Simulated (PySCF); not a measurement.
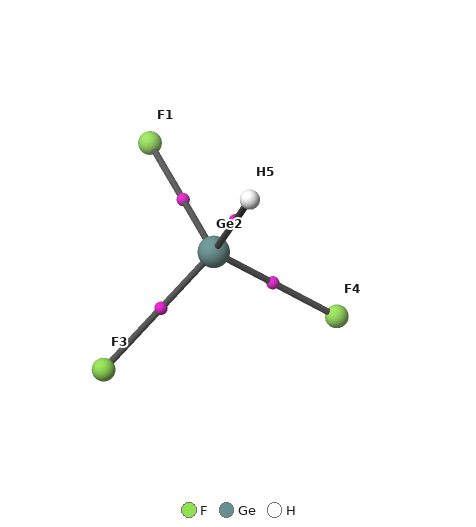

F3GeH, SMILES `F[GeH](F)F`. Molecular graph of the electron density (QTAIM): bond paths, bond critical points (magenta), ring points (cyan, if any); weak paths are dashed.

PySCF calculation, B3LYP/def2-SVPD, gas phase; geometry: GFN2-xTB. No frequency check shows the geometry to be a minimum. GFN2-xTB bond lengths at metals and heavier atoms can be off by up to 0.1 Å and shapes distorted, which carries into these values.

Input script:

```python
import numpy as np
from pyscf import gto, scf, dft
from pyscf.scf import atom_ks, atom_hf
from scipy.linalg import block_diag

def solve(mol, dm0=None, hcore=None):
    mf = (dft.UKS if mol.spin else dft.RKS)(mol, xc='b3lyp')
    mf.grids.level = 3
    mf = mf.density_fit(auxbasis='def2-universal-jkfit')
    mf.conv_tol, mf.max_cycle = 1e-8, 80
    if hcore is not None:
        mf.get_hcore = lambda *args: hcore
    mf.kernel(dm0)
    if not mf.converged:
        mf = mf.newton().run(mf.mo_coeff, mf.mo_occ, max_cycle=30)
    assert mf.converged, 'SCF not converged'
    return mf

mol = gto.M(atom='''
F     -0.51650    -1.46432     0.40388
Ge     0.00009     0.00013    -0.28590
F     -1.01018     1.17903     0.40416
F      1.52643     0.28479     0.40410
H     -0.00075     0.00034    -1.76054
''', basis='def2-svpd', charge=0, spin=0, verbose=4)
mf = solve(mol)
mf.analyze()
# spherically averaged free atoms, for the promolecule
atm = atom_ks.get_atm_nrks(mol, xc='b3lyp')
pro = block_diag(*[(atm[a[0]][2] * atm[a[0]][3]) @ atm[a[0]][2].T for a in mol._atom])
np.savez('result.npz', e=mf.e_tot, c=mf.mo_coeff, occ=mf.mo_occ, eps=mf.mo_energy, pro=pro, dip=mf.dip_moment(verbose=0), s2=mf.spin_square()[0])
```

Command:

```sh
OMP_NUM_THREADS=1 python input.py
```

The run took 8.6 s on 1 thread of Arm Neoverse V2, with other jobs on the host, peak memory 0.47 GiB.

Partitions, critical points and surface values were worked out afterwards from this run's density.

> How many critical points of each kind are there, and does the count close?

5 nuclei, 4 bond, 0 ring and 0 cage critical points: 5 − 4 + 0 − 0 = 1, as the Poincaré–Hopf relation requires.

> Give the properties at the bond critical points.

```json
{"bond": "Ge2–H5", "length (Å)": "1.475", "ρ (a.u.)": "0.153", "∇²ρ (a.u.)": "+0.03", "ε": "0.00", "H (a.u.)": "−0.100"}
{"bond": "Ge2–F3 (3 alike)", "length (Å)": "1.699", "ρ (a.u.)": "0.146", "∇²ρ (a.u.)": "+1.00", "ε": "0.01", "H (a.u.)": "−0.022"}
```

> What kind of interaction is Ge2–F3?

Polar or intermediate (positive Laplacian, negative energy density H): ρ = 0.146, ∇²ρ = +1.00, H = −0.022 a.u.
